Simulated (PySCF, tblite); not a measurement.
# CAlCl₂N: changes of charge

Wanted: changes of charge for CAlCl₂N (`N#[C][Al]([Cl])[Cl]`).

Programs: tblite 0.8.0 and PySCF 2.14.0, with routines of our own; each step states its level. All values are computed. Atoms count from 0.

### Step 1. The system as given

5 atoms, charge 0, multiplicity 1; geometry from: start built from the parent or by distance geometry.

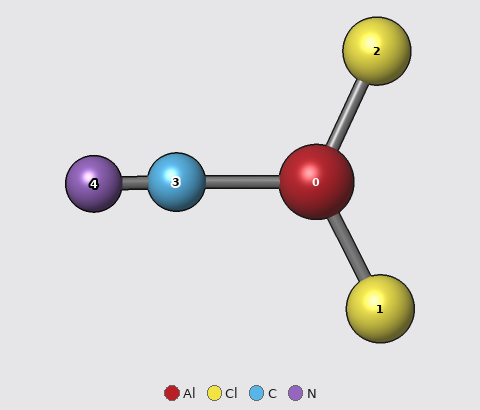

The starting geometry (aluminium red, chlorine yellow, carbon blue, nitrogen purple); sticks join atoms by distance alone.

### Step 2. Optimising the geometry with GFN2-xTB

What the job is given:

```
{"job": {"kind": "relax", "xc": "GFN2-xTB", "basis": "xTB"}, "charge": 0, "multiplicity": 1}
Al     0.349800     0.573700     0.002600
Cl     2.334400     0.441700     0.032700
Cl    -0.786400     2.238500    -0.017700
C     -0.652900    -1.117300    -0.035000
N     -1.227600    -2.130900    -0.017000
```

Run with:

```
OMP_NUM_THREADS=1 python redox_run.py task.json out
```

This one command runs all jobs of the session in turn.

What it wrote:

```text
step      E/eV     max force
  0    -416.79283    1.965
  1    -416.71368    5.572
  2    -416.81557    0.250
  3    -416.81663    0.106
  4    -416.81730    0.096
  5    -416.81753    0.074
  6    -416.81775    0.039
  7    -416.81783    0.027
  8    -416.81788    0.032
  9    -416.81792    0.027
 10    -416.81796    0.025
 11    -416.81799    0.016
 12    -416.81800    0.013
 13    -416.81801    0.016
 14    -416.81802    0.021
 15    -416.81804    0.022
 16    -416.81806    0.013
 17    -416.81806    0.007
```

It took 0.07 s on 1 thread of Arm Neoverse V2, shared host.

Step by step: (the energy doesn't fall at every step)

```tsv
step	energy from step 0 (eV)	largest force (eV/Å)
0	0.0000	1.9648
1	0.0791	5.5720
2	-0.0227	0.2503
3	-0.0238	0.1058
4	-0.0245	0.0959
5	-0.0247	0.0736
6	-0.0249	0.0388
7	-0.0250	0.0271
8	-0.0251	0.0324
9	-0.0251	0.0272
10	-0.0251	0.0254
11	-0.0252	0.0157
12	-0.0252	0.0128
13	-0.0252	0.0160
14	-0.0252	0.0206
15	-0.0252	0.0216
16	-0.0252	0.0132
17	-0.0252	0.0067
```

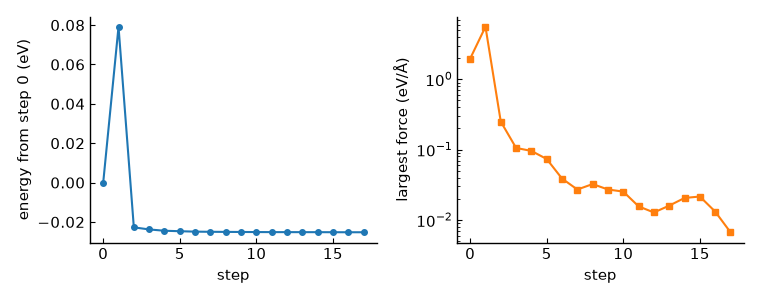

Energy and largest force along the relaxation.

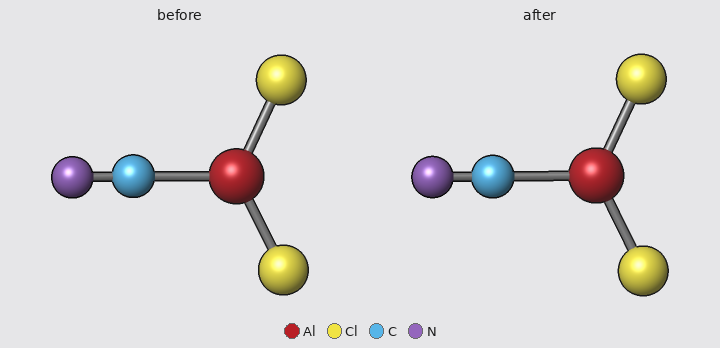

Before and after, at one scale.

Distances of close pairs at the start and the end, largest changes first:

```tsv
bond	before (Å)	after (Å)	change (Å)
Al0–Cl1	1.989	2.018	+0.028
C3–N4	1.165	1.149	-0.016
Al0–C3	1.966	1.975	+0.008
Al0–Cl2	2.016	2.018	+0.002
```

The end geometry stands in the next job.

### Step 3. Vibrational analysis with GFN2-xTB

What the job is given:

```
{"job": {"kind": "ir", "xc": "GFN2-xTB", "basis": "xTB"}, "charge": 0, "multiplicity": 1}
Al     0.338409     0.579726    -0.000816
Cl     2.350330     0.431907     0.031962
Cl    -0.796363     2.248152    -0.018852
C     -0.648590    -1.130463    -0.019082
N     -1.226543    -2.123607    -0.027582
```

What it wrote:

```text
mode    cm-1     km/mol
  1      79.5     10.67
  2     112.0      4.95
  3     141.4      8.18
  4     295.4     12.58
  5     301.1      2.37
  6     388.9      0.02
  7     584.3     79.01
  8     666.4    125.06
  9    2299.9     24.04
ZPE 29.122  H(298)-E 48.505  G(298)-E -52.930 kJ/mol  S 340.22 J/(mol K)
```

Wall time 0.12 s (1 thread of Arm Neoverse V2, shared host).

Which atoms move in the most intense modes:

```tsv
cm⁻¹	km/mol	atoms
80	10.7	N4 48 %, Cl2 22 %, Cl1 22 %
112	5.0	Cl1 32 %, Cl2 32 %, Al0 18 %, N4 10 %
141	8.2	Al0 43 %, N4 24 %, C3 20 %
295	12.6	C3 80 %, N4 12 %
301	2.4	C3 52 %, Al0 35 %
584	79.0	Al0 60 %, N4 14 %
666	125.1	Al0 68 %, Cl1 16 %, Cl2 16 %
2300	24.0	C3 56 %, N4 44 %
```

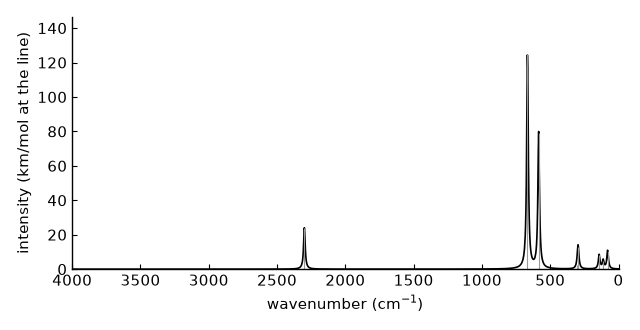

The infrared spectrum from these modes, unscaled. Lines are broadened to a width of 14 cm⁻¹ (Lorentzian).

### Step 4. Geometry optimisation at BP86-D3(BJ)/ma-def2-SVP

What the job is given:

```
{"job": {"xc": "BP86", "basis": "ma-def2-SVP", "d3": "d3bj", "grid": 1, "kind": "geom"}, "charge": 0, "multiplicity": 1}
Al     0.338409     0.579726    -0.000816
Cl     2.350330     0.431907     0.031962
Cl    -0.796363     2.248152    -0.018852
C     -0.648590    -1.130463    -0.019082
N     -1.226543    -2.123607    -0.027582
```

What it wrote:

```text
step   0  E = -1255.50643958  max force = 0.064742
step   1  E = -1255.51325430  max force = 0.001779
step   2  E = -1255.51326874  max force = 0.000621
step   3  E = -1255.51320070  max force = 0.002666
step   4  E = -1255.51325427  max force = 0.001774
step   5  E = -1255.51327361  max force = 0.000908
step   6  E = -1255.51328309  max force = 0.000663
step   7  E = -1255.51328008  max force = 0.000561
step   8  E = -1255.51328285  max force = 0.000615
optimisation converged
```

Run time: 24 s. Hardware: 1 thread of Arm Neoverse V2, shared host.

The steps of the relaxation: (the energy doesn't fall at every step)

```tsv
step	energy from step 0 (eV)	largest force component (eV/Å)
0	0.0000	3.3292
1	-0.1854	0.0915
2	-0.1858	0.0319
3	-0.1840	0.1371
4	-0.1854	0.0912
5	-0.1860	0.0467
6	-0.1862	0.0341
7	-0.1861	0.0288
8	-0.1862	0.0316
```

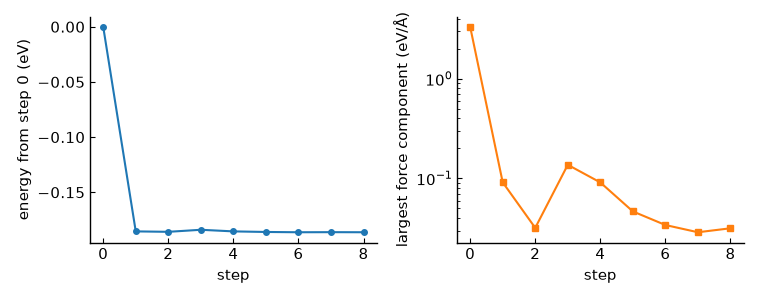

Energy and largest force along the relaxation.

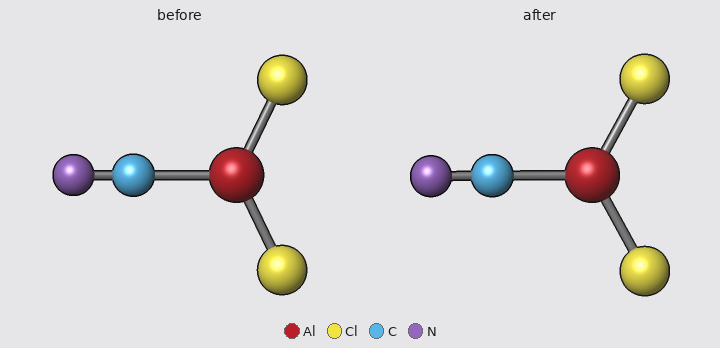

The geometry before (left) and after (right).

Close pairs (by a distance rule), those that changed most:

```tsv
bond	before (Å)	after (Å)	change (Å)
Al0–Cl1	2.018	2.097	+0.079
Al0–Cl2	2.018	2.097	+0.079
Al0–C3	1.975	1.924	-0.050
C3–N4	1.149	1.175	+0.026
```

The end geometry stands in the next job.

```tsv
at the end point	value
point group (found at 0.08 Å tolerance)	C2v
rotational constants (GHz, main isotopes)	2.144, 2.017, 1.039
dipole moment (D)	2.05
```

### Step 5. Single point (CAlCl2N): PBE0-D3(BJ)/ma-def2-SVP

Geometry: BP86-D3(BJ)/ma-def2-SVP.

What the job is given:

```
{"job": {"kind": "sp", "xc": "PBE0", "basis": "ma-def2-SVP", "d3": "d3bj", "grid": 2}, "charge": 0, "multiplicity": 1}
Al     0.297680     0.523434    -0.016372
Cl     2.393758     0.481410     0.012567
Cl    -0.784620     2.315979    -0.126482
C     -0.659624    -1.145071     0.038981
N     -1.239485    -2.167350     0.058618
```

What it wrote:

```text
coarse grid: 7024 points
cycle   1  E = -1254.6892770822  dE =  3.227e-01  |g| = 4.196e-01  |ddm| = 2.862e+00
cycle   2  E = -1254.5591739041  dE =  1.301e-01  |g| = 8.499e-01  |ddm| = 1.682e+00
cycle   3  E = -1254.7385204089  dE = -1.793e-01  |g| = 1.733e-01  |ddm| = 9.107e-01
cycle   4  E = -1254.7454151415  dE = -6.895e-03  |g| = 3.343e-02  |ddm| = 2.230e-01
cycle   5  E = -1254.7456802876  dE = -2.651e-04  |g| = 5.379e-03  |ddm| = 4.857e-02
cycle   6  E = -1254.7456887263  dE = -8.439e-06  |g| = 9.363e-04  |ddm| = 1.008e-02
final grid: 57584 points
cycle   7  E = -1254.8786579227  dE = -6.057e-06  |g| = 3.405e-03  |ddm| = 1.599e-02
cycle   8  E = -1254.8786514255  dE =  6.497e-06  |g| = 6.324e-03  |ddm| = 9.461e-03
cycle   9  E = -1254.8786602859  dE = -8.860e-06  |g| = 1.618e-03  |ddm| = 5.938e-03
cycle  10  E = -1254.8786608959  dE = -6.100e-07  |g| = 1.199e-04  |ddm| = 1.450e-03
cycle  11  E = -1254.8786609003  dE = -4.427e-09  |g| = 2.655e-05  |ddm| = 2.978e-04
converged SCF energy = -1254.8786609003
```

It took 1.9 s on 1 thread of Arm Neoverse V2, shared host.

### Step 6. Single point (CAlCl₂N− (doublet)): PBE0-D3(BJ)/ma-def2-SVP

Geometry: BP86-D3(BJ)/ma-def2-SVP, that of another charge or spin state.

What the job is given:

```
{"job": {"kind": "sp", "xc": "PBE0", "basis": "ma-def2-SVP", "d3": "d3bj", "grid": 2}, "charge": -1, "multiplicity": 2}
Al     0.297680     0.523434    -0.016372
Cl     2.393758     0.481410     0.012567
Cl    -0.784620     2.315979    -0.126482
C     -0.659624    -1.145071     0.038981
N     -1.239485    -2.167350     0.058618
```

What it wrote:

```text
final grid: 57584 points
cycle   1  E = -1254.9000047563  dE = -6.745e-03  |g| = 1.475e-01  |ddm| = 7.682e-01
cycle   2  E = -1254.8926219902  dE =  7.383e-03  |g| = 1.954e-01  |ddm| = 6.068e-01
cycle   3  E = -1254.9128137772  dE = -2.019e-02  |g| = 6.988e-02  |ddm| = 2.982e-01
cycle   4  E = -1254.9149530336  dE = -2.139e-03  |g| = 9.744e-03  |ddm| = 6.357e-02
cycle   5  E = -1254.9150092983  dE = -5.626e-05  |g| = 2.178e-03  |ddm| = 1.377e-02
cycle   6  E = -1254.9150177816  dE = -8.483e-06  |g| = 1.084e-03  |ddm| = 6.725e-03
cycle   7  E = -1254.9150209601  dE = -3.178e-06  |g| = 5.870e-04  |ddm| = 4.452e-03
cycle   8  E = -1254.9150217903  dE = -8.302e-07  |g| = 2.862e-04  |ddm| = 2.035e-03
cycle   9  E = -1254.9150220366  dE = -2.463e-07  |g| = 9.513e-05  |ddm| = 1.278e-03
cycle  10  E = -1254.9150220672  dE = -3.061e-08  |g| = 2.562e-05  |ddm| = 5.502e-04
cycle  11  E = -1254.9150220683  dE = -1.114e-09  |g| = 1.124e-05  |ddm| = 8.918e-05
converged SCF energy = -1254.9150220683
```

Wall time 4.5 s (1 thread of Arm Neoverse V2, shared host).

### Step 7. Relaxing the molecule with GFN2-xTB

This step treats CAlCl2N− (doublet), labelled `N#[C][Al-]([Cl])[Cl]` (the label fixes atoms and charge, not where charge and spin sit).

What the job is given:

```
{"job": {"kind": "relax", "xc": "GFN2-xTB", "basis": "xTB"}, "charge": -1, "multiplicity": 2}
Al     0.313900     0.517300    -0.021700
Cl     2.383000     0.490100    -0.010400
Cl    -0.767200     2.308400    -0.123300
C     -0.662100    -1.130400     0.018400
N     -1.242700    -2.171200     0.070000
```

What it wrote:

```text
step      E/eV     max force
  0    -421.60958    4.758
  1    -421.39181   11.614
  2    -421.76132    1.747
  3    -421.80655    0.959
  4    -421.89740    0.865
  5    -421.90831    0.398
  6    -421.91121    0.214
  7    -421.91352    0.316
  8    -421.92105    0.942
  9    -421.92968    1.521
 10    -421.94779    1.891
 11    -421.98587    1.790
 12    -422.01614    0.612
 13    -422.04441    1.099
 14    -422.05469    0.729
 15    -422.05730    0.233
 16    -422.05863    0.130
 17    -422.06113    0.363
 18    -422.06346    0.442
 19    -422.06718    0.418
 20    -422.07302    0.362
 21    -422.07903    0.327
 22    -422.08258    0.192
 23    -422.08402    0.197
 24    -422.08429    0.096
 25    -422.08441    0.030
 26    -422.08449    0.053
 27    -422.08459    0.079
 28    -422.08476    0.091
 29    -422.08512    0.096
 30    -422.08574    0.108
 31    -422.08647    0.095
 32    -422.08682    0.024
 33    -422.08685    0.015
 34    -422.08686    0.028
 35    -422.08688    0.030
 36    -422.08692    0.017
 37    -422.08695    0.024
 38    -422.08706    0.065
 39    -422.08719    0.094
 40    -422.08732    0.080
 41    -422.08737    0.030
 42    -422.08738    0.004
```

Run time: 0.18 s. Hardware: 1 thread of Arm Neoverse V2, shared host.

Step by step: (not every step is listed) (the energy doesn't fall at every step)

```tsv
step	energy from step 0 (eV)	largest force (eV/Å)
0	0.0000	4.7582
1	0.2178	11.6136
2	-0.1517	1.7471
3	-0.1970	0.9587
4	-0.2878	0.8646
5	-0.2987	0.3979
6	-0.3016	0.2136
7	-0.3039	0.3155
8	-0.3115	0.9424
10	-0.3382	1.8912
12	-0.4066	0.6123
14	-0.4451	0.7289
16	-0.4490	0.1297
18	-0.4539	0.4418
20	-0.4634	0.3620
22	-0.4730	0.1920
24	-0.4747	0.0963
26	-0.4749	0.0526
28	-0.4752	0.0908
30	-0.4762	0.1076
32	-0.4772	0.0239
34	-0.4773	0.0282
36	-0.4773	0.0166
37	-0.4774	0.0245
38	-0.4775	0.0645
39	-0.4776	0.0941
40	-0.4777	0.0802
41	-0.4778	0.0303
42	-0.4778	0.0041
```

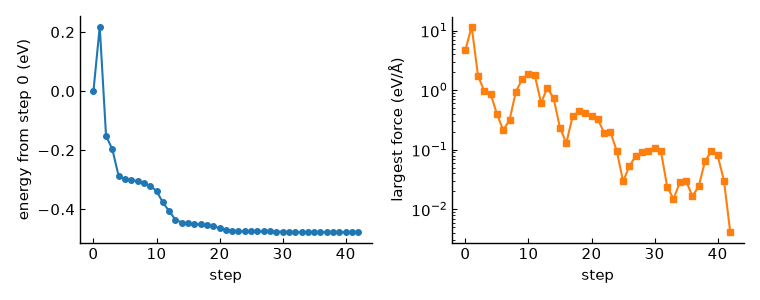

Energy and largest force along the relaxation.

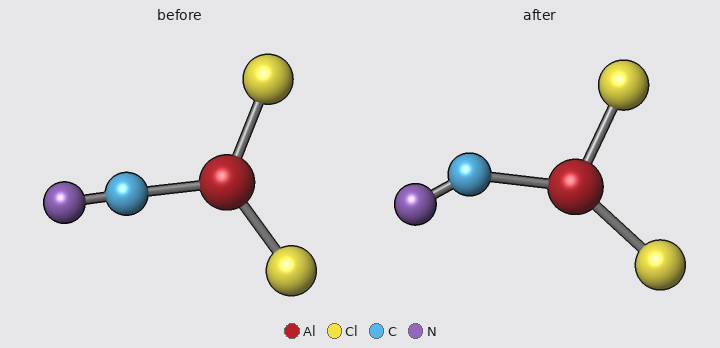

The geometry before (left) and after (right).

Distances of close pairs at the start and the end, largest changes first:

```tsv
bond	before (Å)	after (Å)	change (Å)
Al0–Cl1	2.069	2.185	+0.116
Al0–C3	1.915	2.023	+0.107
Al0–Cl2	2.095	2.127	+0.032
C3–N4	1.193	1.170	-0.022
```

The next job starts from the end point, and lists it.

### Step 8. Infrared spectrum with GFN2-xTB

What the job is given:

```
{"job": {"kind": "ir", "xc": "GFN2-xTB", "basis": "xTB"}, "charge": -1, "multiplicity": 2}
Al     0.364383     0.361915    -0.007582
Cl     2.512278     0.761917    -0.005438
Cl    -0.613830     2.246292    -0.133967
C     -1.033758    -1.099500     0.016558
N     -1.204121    -2.256517     0.063370
```

What it wrote:

```text
mode    cm-1     km/mol
  1      32.2      4.54
  2      58.7      5.40
  3     110.3      1.18
  4     111.1      3.91
  5     231.5      7.90
  6     328.1     40.46
  7     414.5    125.21
  8     535.5     95.99
  9    2105.6    414.08
ZPE 23.492  H(298)-E 45.255  G(298)-E -65.377 kJ/mol  S 371.06 J/(mol K)
```

Wall time 0.13 s (1 thread of Arm Neoverse V2, shared host).

Which atoms move in the most intense modes:

```tsv
cm⁻¹	km/mol	atoms
32	4.5	Al0 77 %
59	5.4	N4 41 %, Cl1 27 %, Cl2 18 %, Al0 12 %
111	3.9	C3 69 %, N4 29 %
232	7.9	N4 39 %, C3 31 %, Cl2 17 %
328	40.5	Cl1 41 %, C3 31 %, Al0 23 %
414	125.2	Al0 59 %, Cl2 36 %
536	96.0	Al0 47 %, C3 41 %
2106	414.1	C3 54 %, N4 46 %
```

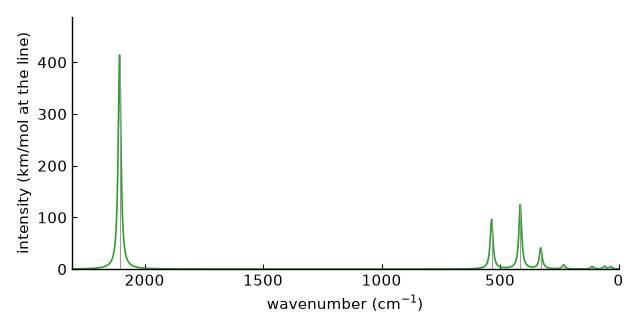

The infrared spectrum from these modes, unscaled. Lines are broadened to a width of 14 cm⁻¹ (Lorentzian).

### Step 9. Optimising the geometry at BP86-D3(BJ)/ma-def2-SVP

This step treats CAlCl₂N− (doublet), labelled `N#[C][Al-]([Cl])[Cl]` (the label fixes atoms and charge, not where charge and spin sit).

What the job is given:

```
{"job": {"xc": "BP86", "basis": "ma-def2-SVP", "d3": "d3bj", "grid": 1, "kind": "geom"}, "charge": -1, "multiplicity": 2}
Al     0.364383     0.361915    -0.007582
Cl     2.512278     0.761917    -0.005438
Cl    -0.613830     2.246292    -0.133967
C     -1.033758    -1.099500     0.016558
N     -1.204121    -2.256517     0.063370
```

What it wrote:

```text
step   0  E = -1255.54384889  max force = 0.045736
step   1  E = -1255.55225732  max force = 0.019368
step   2  E = -1255.56008966  max force = 0.030210
step   3  E = -1255.56325336  max force = 0.042769
step   4  E = -1255.57711182  max force = 0.018218
step   5  E = -1255.58426278  max force = 0.013886
step   6  E = -1255.58413170  max force = 0.015218
step   7  E = -1255.58732094  max force = 0.002519
step   8  E = -1255.58740559  max force = 0.003827
step   9  E = -1255.58743242  max force = 0.002896
step  10  E = -1255.58751260  max force = 0.001777
step  11  E = -1255.58756902  max force = 0.001825
step  12  E = -1255.58759220  max force = 0.001693
step  13  E = -1255.58762591  max force = 0.002202
step  14  E = -1255.58768773  max force = 0.002450
step  15  E = -1255.58771544  max force = 0.001811
step  16  E = -1255.58769598  max force = 0.001473
step  17  E = -1255.58771598  max force = 0.000855
step  18  E = -1255.58772773  max force = 0.000238
optimisation converged
```

It took 75 s on 1 thread of Arm Neoverse V2, shared host.

Along the way: (the energy doesn't fall at every step)

```tsv
step	energy from step 0 (eV)	largest force component (eV/Å)
0	0.0000	2.3518
1	-0.2288	0.9959
2	-0.4419	1.5535
3	-0.5280	2.1993
4	-0.9051	0.9368
5	-1.0997	0.7140
6	-1.0962	0.7825
7	-1.1829	0.1295
8	-1.1852	0.1968
9	-1.1860	0.1489
10	-1.1882	0.0914
11	-1.1897	0.0938
12	-1.1903	0.0871
13	-1.1912	0.1132
14	-1.1929	0.1260
15	-1.1937	0.0931
16	-1.1931	0.0757
17	-1.1937	0.0440
18	-1.1940	0.0122
```

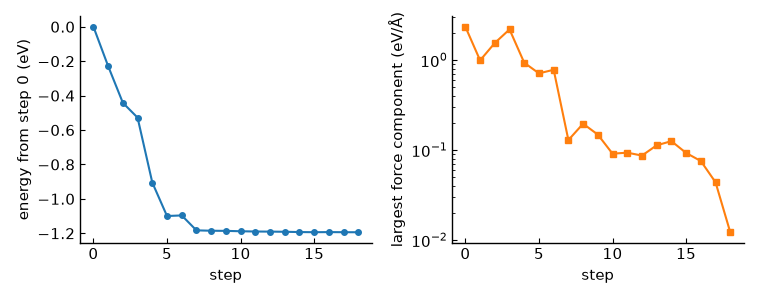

Energy and largest force along the relaxation.

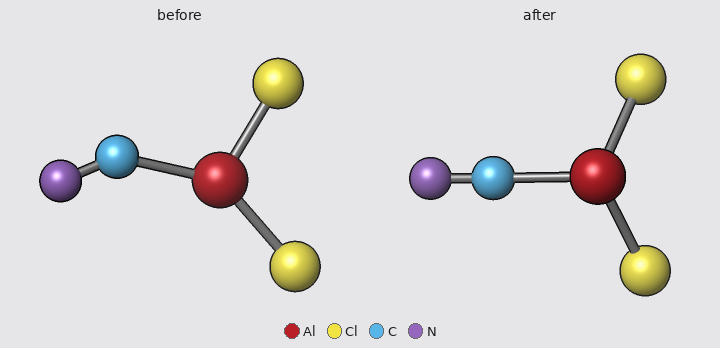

Before and after, at one scale.

Close pairs (by a distance rule), those that changed most:

```tsv
bond	before (Å)	after (Å)	change (Å)
Al0–Cl2	2.127	2.219	+0.092
Al0–Cl1	2.185	2.221	+0.037
Al0–C3	2.023	2.006	-0.017
C3–N4	1.170	1.180	+0.010
```

The end geometry stands in the next job.

```tsv
at the end point	value
point group (found at 0.08 Å tolerance)	Cs
rotational constants (GHz, main isotopes)	2.092, 1.975, 1.080
⟨S²⟩	0.751
```

### Step 10. Single point (CAlCl2N): PBE0-D3(BJ)/ma-def2-SVP

Geometry: BP86-D3(BJ)/ma-def2-SVP, that of another charge or spin state.

What the job is given:

```
{"job": {"kind": "sp", "xc": "PBE0", "basis": "ma-def2-SVP", "d3": "d3bj", "grid": 2}, "charge": 0, "multiplicity": 1}
Al     0.259896     0.527124     0.648655
Cl     2.368247     0.473253    -0.049099
Cl    -0.751429     2.256320    -0.306260
C     -0.638029    -1.122269    -0.056794
N     -1.214212    -2.124199    -0.296834
```

What it wrote:

```text
coarse grid: 7024 points
cycle   1  E = -1254.6111882880  dE =  2.169e-01  |g| = 4.894e-01  |ddm| = 2.883e+00
cycle   2  E = -1254.3840559291  dE =  2.271e-01  |g| = 1.062e+00  |ddm| = 2.422e+00
cycle   3  E = -1254.6900384960  dE = -3.060e-01  |g| = 1.820e-01  |ddm| = 1.358e+00
cycle   4  E = -1254.6975399397  dE = -7.501e-03  |g| = 5.281e-02  |ddm| = 2.624e-01
cycle   5  E = -1254.6982065683  dE = -6.666e-04  |g| = 7.455e-03  |ddm| = 6.316e-02
cycle   6  E = -1254.6982239028  dE = -1.733e-05  |g| = 1.388e-03  |ddm| = 1.256e-02
cycle   7  E = -1254.6982245136  dE = -6.108e-07  |g| = 3.473e-04  |ddm| = 2.540e-03
final grid: 57584 points
cycle   8  E = -1254.8326166454  dE = -8.303e-06  |g| = 2.856e-03  |ddm| = 1.658e-02
cycle   9  E = -1254.8326146482  dE =  1.997e-06  |g| = 4.102e-03  |ddm| = 7.418e-03
cycle  10  E = -1254.8326183297  dE = -3.682e-06  |g| = 1.693e-03  |ddm| = 4.838e-03
cycle  11  E = -1254.8326189992  dE = -6.695e-07  |g| = 1.106e-04  |ddm| = 1.352e-03
cycle  12  E = -1254.8326190031  dE = -3.826e-09  |g| = 3.878e-05  |ddm| = 3.390e-04
converged SCF energy = -1254.8326190031
```

Run time: 2 s. Hardware: 1 thread of Arm Neoverse V2, shared host.

### Step 11. Single point (CAlCl₂N− (doublet), N#[C][Al-]([Cl])[Cl]): PBE0-D3(BJ)/ma-def2-SVP

Geometry: BP86-D3(BJ)/ma-def2-SVP.

What the job is given:

```
{"job": {"kind": "sp", "xc": "PBE0", "basis": "ma-def2-SVP", "d3": "d3bj", "grid": 2}, "charge": -1, "multiplicity": 2}
Al     0.259896     0.527124     0.648655
Cl     2.368247     0.473253    -0.049099
Cl    -0.751429     2.256320    -0.306260
C     -0.638029    -1.122269    -0.056794
N     -1.214212    -2.124199    -0.296834
```

What it wrote:

```text
final grid: 57584 points
cycle   1  E = -1254.9253620140  dE = -3.525e-03  |g| = 2.062e-01  |ddm| = 1.019e+00
cycle   2  E = -1254.8446889157  dE =  8.067e-02  |g| = 4.663e-01  |ddm| = 9.161e-01
cycle   3  E = -1254.9486999382  dE = -1.040e-01  |g| = 5.982e-02  |ddm| = 4.443e-01
cycle   4  E = -1254.9506232596  dE = -1.923e-03  |g| = 6.608e-03  |ddm| = 1.163e-01
cycle   5  E = -1254.9506463913  dE = -2.313e-05  |g| = 2.034e-03  |ddm| = 1.551e-02
cycle   6  E = -1254.9506495622  dE = -3.171e-06  |g| = 5.310e-04  |ddm| = 5.204e-03
cycle   7  E = -1254.9506498773  dE = -3.152e-07  |g| = 1.609e-04  |ddm| = 1.968e-03
cycle   8  E = -1254.9506499177  dE = -4.035e-08  |g| = 7.293e-05  |ddm| = 7.454e-04
cycle   9  E = -1254.9506499267  dE = -9.064e-09  |g| = 3.160e-05  |ddm| = 2.391e-04
converged SCF energy = -1254.9506499267
```

Run time: 3.9 s. Hardware: 1 thread of Arm Neoverse V2, shared host.

(Part 1 of 2 ends here.)
